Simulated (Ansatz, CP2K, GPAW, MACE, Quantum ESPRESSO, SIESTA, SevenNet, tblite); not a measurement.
**Random rock-salt alloy of NbC and TiC (64 atoms) in SIESTA**

Wanted: SIESTA inputs and outputs for random rock-salt alloy of NbC and TiC (64 atoms), checked against a plane-wave reference.

Method: the method is named at each step, in SIESTA 5.4.2.

## (1) The starting structure

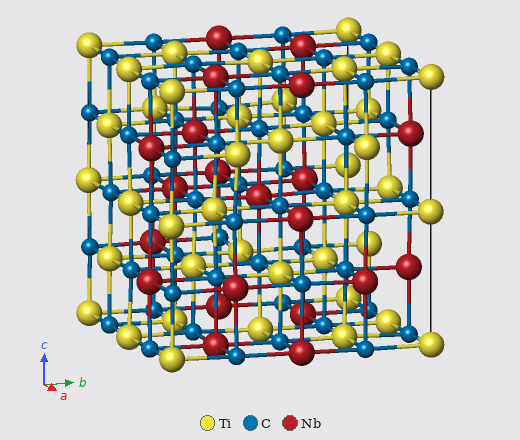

The starting structure, seen slightly off an axis (titanium yellow, carbon blue, niobium red). Some periodic images of atoms are drawn too.

The cell holds 64 atoms: 20 Ti, 32 C and 12 Nb. Its edges and angles: a = 8.762 Å, b = 8.762 Å, c = 8.762 Å, α = 90.0°, β = 90.0°, γ = 90.0°. It derives from NbC (rock-salt), repeated 2×2×2. Rock-salt NbC, 2 x 2 x 2 conventional cells, 20 of 32 Nb sites given to Ti at random (x = 0.625), lattice by Vegard's rule (a = 4.381 Å); not relaxed, displaced by a Gaussian of 0.02 Å. Then every atom was moved at random, 0.02 Å r.m.s. a Cartesian component.

The yardstick, on the same geometry:

| Property | Result |
| --- | --- |
| method | Kohn-Sham DFT, PBE, SSSP efficiency 1.3.0 pseudopotentials, plane waves (Quantum ESPRESSO 7.5); sssp-pbe-1.3.0-efficiency, cutoffs 45/360 Ry, Γ point |
| r.m.s. force component | 0.5196 eV/Å |
| longest force | 2.174 eV/Å |
| pressure | 2.944 GPa |
| time | 3.8 min on 2 MPI ranks of Arm Neoverse V1, shared host |
| CPU time | 7.6 min |

## (2) PBE, DZP, shift 0.01 Ry, mesh 500 Ry

Method: Kohn-Sham DFT, PBE, PseudoDojo 0.4.1 norm-conserving pseudopotentials (converted to PSML), numerical atomic orbitals (DZP), diagonalisation.

The .psml files are PseudoDojo norm-conserving potentials that we converted to this format, checked against plane waves on the same files for H, C, O, Si, Ge and Ca alone.

Input file input.fdf:

```
SystemLabel cell
NumberOfAtoms 64
NumberOfSpecies 3
%block ChemicalSpeciesLabel
  1 22 Ti
  2 6 C
  3 41 Nb
%endblock ChemicalSpeciesLabel
LatticeConstant 1.0 Ang
%block LatticeVectors
  8.76240 0.00000 0.00000
  0.00000 8.76240 0.00000
  0.00000 0.00000 8.76240
%endblock LatticeVectors
PAO.BasisSize DZP
PAO.EnergyShift 0.01 Ry
XC.Functional GGA
XC.Authors PBE
MeshCutoff 500 Ry
%block kgrid_Monkhorst_Pack
  1 0 0 0.0
  0 1 0 0.0
  0 0 1 0.0
%endblock kgrid_Monkhorst_Pack
SolutionMethod diagon
OccupationFunction FD
ElectronicTemperature 580 K
SCF.Mixer.Method Pulay
SCF.Mixer.Weight 0.05
SCF.Mixer.History 8
SCF.Mix Hamiltonian
MaxSCFIterations 300
SCF.DM.Tolerance 1e-04
SCF.H.Tolerance 1.0e-3 eV
WriteForces T
Write.HirshfeldPop T
Write.VoronoiPop T
Write.DM F
Write.H F
XML.Write F
AtomicCoordinatesFormat Fractional
%block AtomicCoordinatesAndAtomicSpecies
  0.00160 0.00252 0.00218 1
  0.25329 0.00012 0.00156 2
  0.99677 0.24866 0.25305 3
  0.25189 0.25325 0.24903 2
  0.25004 0.00196 0.24885 1
  0.99798 0.00572 0.24824 2
  0.24299 0.25425 0.99947 1
  0.00211 0.25113 0.99974 2
  0.99815 0.00079 0.49828 1
  0.25399 0.00541 0.49587 2
  0.00015 0.25545 0.75274 1
  0.25148 0.25488 0.75225 2
  0.25512 0.99832 0.74771 1
  0.99686 0.00548 0.74953 2
  0.25361 0.25202 0.49761 3
  0.99844 0.24405 0.50242 2
  0.00217 0.50223 0.99971 3
  0.24962 0.49836 0.99525 2
  0.99372 0.74957 0.25023 3
  0.24956 0.74559 0.25077 2
  0.25571 0.50485 0.24561 1
  0.99659 0.50675 0.25581 2
  0.24801 0.74800 0.99844 3
  0.99930 0.74902 0.99856 2
  0.00442 0.49713 0.50103 3
  0.24651 0.50055 0.49684 2
  0.00227 0.75411 0.75352 1
  0.25169 0.74882 0.74849 2
  0.24709 0.50207 0.74985 1
  0.00889 0.49942 0.74084 2
  0.24905 0.75431 0.50143 3
  0.99597 0.75446 0.49796 2
  0.49961 0.99679 0.99931 1
  0.75244 0.99625 0.99861 2
  0.50052 0.24442 0.24918 1
  0.74724 0.25373 0.24925 2
  0.74644 0.99677 0.24851 3
  0.50080 0.00528 0.24919 2
  0.75151 0.25060 0.99777 3
  0.49640 0.24500 0.00413 2
  0.49834 0.00324 0.49935 1
  0.74730 0.00183 0.50134 2
  0.50037 0.25013 0.74938 3
  0.74743 0.25491 0.74938 2
  0.75192 0.00266 0.74718 3
  0.49875 0.99584 0.75345 2
  0.74764 0.24569 0.50281 1
  0.49819 0.25372 0.49839 2
  0.50508 0.50113 0.00015 1
  0.74888 0.49976 0.99699 2
  0.50089 0.75177 0.24745 1
  0.74915 0.75191 0.25271 2
  0.75559 0.49970 0.25136 1
  0.50565 0.49599 0.24941 2
  0.75200 0.74665 0.00280 1
  0.49967 0.74905 0.00021 2
[... 4 atom lines left out ...]
  0.75146 0.50084 0.74807 1
  0.49562 0.50103 0.74898 2
  0.74638 0.75558 0.50132 1
  0.49891 0.74977 0.50364 2
%endblock AtomicCoordinatesAndAtomicSpecies
```

Command:

```
> OMP_NUM_THREADS=1 mpirun -np 2 siesta < input.fdf > output.txt
```

The log of the run:

```text
Version         : 5.4.2
reinit: System Name:
reinit: System Label: cell
initatom: Reading input for the pseudopotentials and atomic orbitals ----------
Species number:   1 Atomic number:   22 Label: Ti
Species number:   2 Atomic number:    6 Label: C
Species number:   3 Atomic number:   41 Label: Nb
Ground state valence configuration (from tables):   4s02  4p00  3d02  4f00
Ground state valence configuration (from tables):   2s02  2p02  3d00  4f00
Ground state valence configuration (from tables):   5s01  5p00  4d04  4f00
---- Processing specs for species: Ti
GGA--PBE XC_GGA_X_PBE--XC_GGA_C_PBE pb
Semicore shell(s) with  8 electrons included in the valence for Ti
---- Processing specs for species: C
GGA--PBE XC_GGA_X_PBE--XC_GGA_C_PBE pb
---- Processing specs for species: Nb
GGA--PBE XC_GGA_X_PBE--XC_GGA_C_PBE pb
Semicore shell(s) with  8 electrons included in the valence for Nb
Semicore shell(s): 3s 3p
Fallback to non-perturbative polarization scheme for Ti
Please see the manual if this is not desired in principle
Semicore shell(s): 4s 4p
Fallback to non-perturbative polarization scheme for Nb
Please see the manual if this is not desired in principle
Ti pseudopotential only contains V_ls up to l=2 -- lmxkb reset.
C pseudopotential only contains V_ls up to l=1 -- lmxkb reset.
Nb pseudopotential only contains V_ls up to l=2 -- lmxkb reset.
Using PAO.SplitTailNorm
%block ChemicalSpeciesLabel
    1   22 Ti                      # Species index, atomic number, species label
    2    6 C                       # Species index, atomic number, species label
    3   41 Nb                      # Species index, atomic number, species label
%endblock ChemicalSpeciesLabel
%block PAO.Basis                 # Define Basis set
Ti                    5                    # Species label, number of l-shells
 n=3   0   1                         # n, l, Nzeta
   2.839
   1.000
 n=4   0   2                         # n, l, Nzeta
   7.610      5.692
   1.000      1.000
 n=3   1   1                         # n, l, Nzeta
   3.183
[...]
5.233      3.462
[...]
C                     2                    # Species label, number of l-shells
[...]
n=2   1   2 P   1                   # n, l, Nzeta, Polarization, NzetaPol
[...]
Nb                    5                    # Species label, number of l-shells
[...]
n=5   1   1                         # n, l, Nzeta
   7.969
   1.000
 n=4   2   2                         # n, l, Nzeta
   6.142      4.248
   1.000      1.000
%endblock PAO.Basis
coor:   Atomic-coordinates input format  =     Fractional
siesta: System type = bulk
initatomlists: Number of atoms, orbitals, and projectors:     64  1024   832
siesta: ******************** Simulation parameters ****************************
Total number of electrons:   524.000000
Total ionic charge:   524.000000
 Kpoints in:            1 . Kpoints trimmed:            1
siesta: k-grid: Number of k-points = 1
siesta: k-points from Monkhorst-Pack grid
siesta: k-cutoff (effective) =     4.381 Ang
siesta: k-point supercell and displacements
siesta: k-grid:     1     0     0      0.000
siesta: k-grid:     0     1     0      0.000
siesta: k-grid:     0     0     1      0.000
                     ====================================
                        Single-point calculation
                     ====================================
outcell: Unit cell vectors (Ang):
        8.762400    0.000000    0.000000
        0.000000    8.762400    0.000000
        0.000000    0.000000    8.762400
outcell: Cell vector modules (Ang)   :    8.762400    8.762400    8.762400
outcell: Cell angles (23,13,12) (deg):     90.0000     90.0000     90.0000
outcell: Cell volume (Ang**3)        :    672.7740
Gamma-point calculation with interaction between periodic images
Gamma-point calculation with interaction between periodic images
Some features might not work optimally:
Some features might not work optimally:
e.g. DM initialization from atomic data
e.g. DM initialization from atomic data
new_DM -- step:     1
Initializing Density Matrix...
Attempting to read DM from file... Failed...
DM filled with atomic data:
InitMesh: MESH = 120 x 120 x 120 = 1728000
InitMesh: Mesh cutoff (required, used) =   500.000   518.344 Ry
stepf: Fermi-Dirac step function
        iscf     Eharris(eV)        E_KS(eV)     FreeEng(eV)     dDmax    Ef(eV) dHmax(eV)
   scf:    1   -56585.210757   -57571.519032   -57571.888781  1.653395 -5.653926 19.477143
   scf:    2   -57814.593569   -57699.500501   -57699.746255  0.233560 -5.710813 15.494983
   scf:    3   -57977.421473   -57877.897269   -57877.899385  0.326450 -5.346375  7.314990
[...]
scf:   21   -57900.117898   -57900.117888   -57900.365011  0.000079 -5.706565  0.001070
   scf:   22   -57900.117896   -57900.117892   -57900.365011  0.000037 -5.706610  0.000722
SCF Convergence by DM+H criterion
max |DM_out - DM_in|         :     0.0000372273
max |H_out - H_in|      (eV) :     0.0007221775
SCF cycle converged after 22 iterations
Using DM_out to compute the final energy and forces
siesta: E_KS(eV) =           -57900.1179
siesta: E_KS - E_eggbox =    -57900.1179
siesta: Atomic forces (eV/Ang):
     1    0.579351   -0.144433   -0.752859
     2   -0.530733    0.329537   -0.139078
     3    0.084625    0.167898   -0.113837
[...]
63   -0.136336   -0.433060    0.545953
    64    0.431497    0.388007   -0.521017
----------------------------------------
   Tot   -0.004007   -0.007517    0.041818
----------------------------------------
   Max    1.545016
   Res    0.547072    sqrt( Sum f_i^2 / 3N )
----------------------------------------
   Max    1.545016    constrained
Stress tensor Voigt[x,y,z,yz,xz,xy] (kbar):      -38.91      -39.81      -32.13        0.47       -6.19        2.10
(Free)E + p*V (eV/cell)   -57884.8493
Target enthalpy (eV/cell)   -57900.3650
siesta: Program's energy decomposition (eV):
siesta: Ebs     =    -14094.159178
siesta: Eions   =     91508.397071
siesta: Ena     =     18874.528363
siesta: Ekin    =     22068.676600
siesta: Enl     =      2760.232747
siesta: DEna    =       739.708431
siesta: DUscf   =        46.909703
siesta: Ex      =    -10078.703021
siesta: Ec      =      -803.073644
siesta: Exc     =    -10881.776664
siesta: Eharris =    -57900.117896
siesta: Etot    =    -57900.117892
siesta: FreeEng =    -57900.365011
siesta: Final energy (eV):
siesta:  Band Struct. =  -14094.159178
siesta:       Kinetic =   22068.676600
siesta:       Hartree =    8567.337325
siesta:         Exch. =  -10078.703021
siesta:         Corr. =    -803.073644
siesta:   Exch.-corr. =  -10881.776664
siesta:  Ion-electron =  -42718.538264
siesta:       Ion-ion =  -34935.816888
siesta:         Total =  -57900.117892
siesta:         Fermi =      -5.706610
siesta: Stress tensor (static) (eV/Ang**3):
siesta:    -0.024286    0.001313   -0.003862
siesta:     0.001313   -0.024846    0.000293
siesta:    -0.003862    0.000293   -0.020055
siesta: Cell volume =        672.774038 Ang**3
siesta: Pressure (static):
siesta:                Solid            Molecule  Units
siesta:           0.00025118         -0.00009332  Ry/Bohr**3
siesta:           0.02306226         -0.00856824  eV/Ang**3
siesta:          36.94981446        -13.72782951  kBar
    Orbital volume contribution        =          47.332961 eV
    (Free)E + p_basis*V_orbitals       =      -57853.032051 eV
    (Free)Eharris+ p_basis*V_orbitals  =      -57853.032055 eV
Hirshfeld Atomic Populations:
Atom #   charge [q] valence [e]  Species
     1     0.180852   11.819148  Ti
     2    -0.292119    4.292119  C
     3     0.517896   12.482104  Nb
     4    -0.312563    4.312563  C
     5     0.191105   11.808895  Ti
     6    -0.341276    4.341276  C
     7     0.219590   11.780410  Ti
[...]
15     0.530885   12.469115  Nb
[...]
17     0.531033   12.468967  Nb
[...]
--------------------
 Total    -0.000077
Voronoi Atomic Populations:
Atom #   charge [q] valence [e]  Species
[...]
45     0.788220   12.211780  Nb
[...]
57     0.775956   12.224044  Nb
[...]
61     0.335855   11.664145  Ti
    62    -0.473594    4.473594  C
    63     0.333550   11.666450  Ti
    64    -0.474174    4.474174  C
--------------------
 Total    -0.000077
```

Run time: 6.5 min. Hardware: 2 MPI ranks of Arm Neoverse V1, shared host; peak memory 2 GiB.

Banners, paths, timers and routine set-up lines are dropped from the logs unmarked, and long logs keep their key lines alone; longer cuts are marked.

Against the reference:

```
r.m.s. force component                  : 0.5471 eV/Å
r.m.s. difference of force components   : 102.2 meV/Å
longest difference of force vectors     : 401.2 meV/Å
force difference over r.m.s. force      : 19.66 %
slope of forces against the reference's : 1.035
correlation of force components         : 0.983
pressure                                : 3.695 GPa
pressure difference                     : 0.751 GPa
```

Length of the force difference by element (eV/Å):

| element | atoms | mean | most |
| --- | --- | --- | --- |
| C | 32 | 0.18 | 0.40 |
| Nb | 12 | 0.15 | 0.30 |
| Ti | 20 | 0.13 | 0.21 |

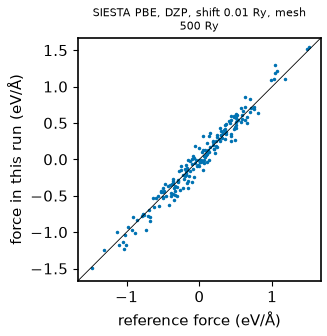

Force components against those of the reference; the line marks equality.

Local excerpt of 9 atoms (numbers count through the whole input) about C30, which bears the longest force; x, y, z are measured from there.

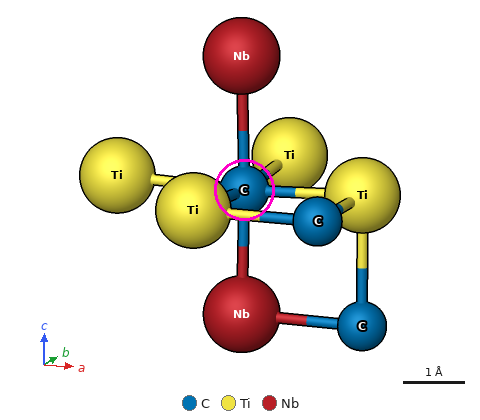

The atoms of the table, within 3.0 Å (arrows a, b, c point along x, y, z); some may hide others; the central atom is ringed.

| atom | x | y | z | distance (Å) | bonds | Hirshfeld charge (e) | Fx | Fy | Fz (eV/Å) |
| --- | --- | --- | --- | --- | --- | --- | --- | --- | --- |
| C30 | 0.00 | 0.00 | 0.00 | 0.00 | 6 | -0.32 | -1.50 | 0.57 | 1.55 |
| Ti29 | 2.09 | 0.02 | 0.08 | 2.09 | 6 | 0.17 | 1.11 | -0.20 | -0.10 |
| Nb25 | -0.04 | -0.02 | -2.10 | 2.10 | 6 | 0.54 | -1.00 | 0.54 | 0.00 |
| Ti11 | -0.08 | -2.14 | 0.10 | 2.14 | 6 | 0.19 | -0.01 | -1.17 | -0.30 |
| Ti27 | -0.06 | 2.23 | 0.11 | 2.24 | 6 | 0.19 | -1.01 | -0.10 | -0.39 |
| Ti61 | -2.26 | 0.01 | 0.06 | 2.26 | 6 | 0.19 | 0.13 | 0.54 | -0.04 |
| Nb17 | -0.06 | 0.02 | 2.27 | 2.27 | 6 | 0.53 | -0.16 | -0.22 | -0.31 |
| C26 | 2.08 | 0.01 | -2.14 | 2.98 | 6 | -0.35 | 0.72 | 0.10 | 0.13 |
| C12 | 2.13 | -2.14 | 0.10 | 3.02 | 6 | -0.31 | -0.39 | -0.53 | 0.02 |

Forces lie 20 % from the reference's, at 1.7 times its CPU time.

## (3) PBE, SZP, shift 0.01 Ry, mesh 500 Ry

Method: Kohn-Sham DFT, PBE, PseudoDojo 0.4.1 norm-conserving pseudopotentials (converted to PSML), numerical atomic orbitals (SZP), diagonalisation.

Edit input.fdf of step 2 so:

```diff
@@ -14,3 +14,3 @@
 %endblock LatticeVectors
-PAO.BasisSize DZP
+PAO.BasisSize SZP
 PAO.EnergyShift 0.01 Ry
```

The log of the run:

```text
Version         : 5.4.2
reinit: System Name:
reinit: System Label: cell
initatom: Reading input for the pseudopotentials and atomic orbitals ----------
Species number:   1 Atomic number:   22 Label: Ti
Species number:   2 Atomic number:    6 Label: C
Species number:   3 Atomic number:   41 Label: Nb
Ground state valence configuration (from tables):   4s02  4p00  3d02  4f00
[... lines left out ...]
SCF Convergence by DM+H criterion
[... lines left out ...]
SCF cycle converged after 21 iterations
[... lines left out ...]
   Max    1.632857
[... lines left out ...]
   Max    1.632857    constrained
Stress tensor Voigt[x,y,z,yz,xz,xy] (kbar):      -36.71      -37.15      -29.03        0.64       -6.30        2.37
[... lines left out ...]
siesta: FreeEng =    -57893.800355
[... lines left out ...]
siesta:         Fermi =      -5.730385
[... lines left out ...]
siesta:          34.29813347        -16.94572410  kBar
[... lines left out ...]
    (Free)Eharris+ p_basis*V_orbitals  =      -57854.636090 eV
Hirshfeld Atomic Populations:
Atom #   charge [q] valence [e]  Species
     1     0.176228   11.823772  Ti
     2    -0.288594    4.288594  C
     3     0.515658   12.484342  Nb
     4    -0.308962    4.308962  C
     5     0.186432   11.813568  Ti
     6    -0.336699    4.336699  C
     7     0.214645   11.785355  Ti
[...]
15     0.528582   12.471418  Nb
[...]
17     0.528316   12.471684  Nb
[...]
--------------------
 Total    -0.000049
Voronoi Atomic Populations:
Atom #   charge [q] valence [e]  Species
[...]
45     0.786255   12.213745  Nb
[...]
57     0.774836   12.225164  Nb
[...]
61     0.331767   11.668233  Ti
    62    -0.470333    4.470333  C
    63     0.329889   11.670111  Ti
    64    -0.472504    4.472504  C
--------------------
 Total    -0.000049
```

Run time: 4.7 min. Hardware: 2 MPI ranks; peak memory 1.8 GiB.

Compared with the plane-wave run:

```yaml
r_m_s_force_component: 0.5727 eV/Å
r_m_s_difference_of_force_components: 140.8 meV/Å
longest_difference_of_force_vectors: 578.8 meV/Å
force_difference_over_r_m_s_force: 27.09 %
slope_of_forces_against_the_reference_s: 1.071
correlation_of_force_components: 0.9714
pressure: 3.43 GPa
pressure_difference: 0.4858 GPa
```

This is a coarse setting, run to see what it loses.

Against the first run (20 %), the force difference from the reference is 27 %, at 0.72 times the CPU time, with 704 basis functions against 1024: the smaller basis costs accuracy.

(Continued in part 2 of 2.)

[Also dropped from logs without a mark: logging warnings of Python, and SIESTA's first energy breakdown and zero terms.]

[Logs are printed without paths, hosts, clocks, repeated set-up lines and the standing remarks that a program may print on its own settings, such as how far it seeks lower states.]

[Hosts, paths, dates, database ids (printed as entryN), source tags and the programs' standing remarks are cut or masked in the printed files.]
